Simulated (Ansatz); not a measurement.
Base system: BeTe in the zinc blende structure (space group F-43m, No. 216; a = 5.664 Å).

The change: cell and atoms relaxed at a pressure of 0.9 GPa.

Level of theory: PBE in Ansatz (plane waves to 420 eV, PAW, no spin-orbit coupling).

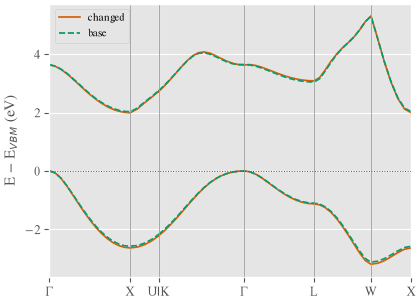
Highest valence and lowest conduction band along the path, each from its own valence-band maximum

Read the changed gap and its character from the plot.

About 2.0 eV, indirect, Γ → X.

Spin-orbit coupling, missing from the scalar runs, can matter with Te. Load acts through the strain it causes; cell and atoms are relaxed under it. No phonon test of stability was made.

Ansatz is a first-principles code.
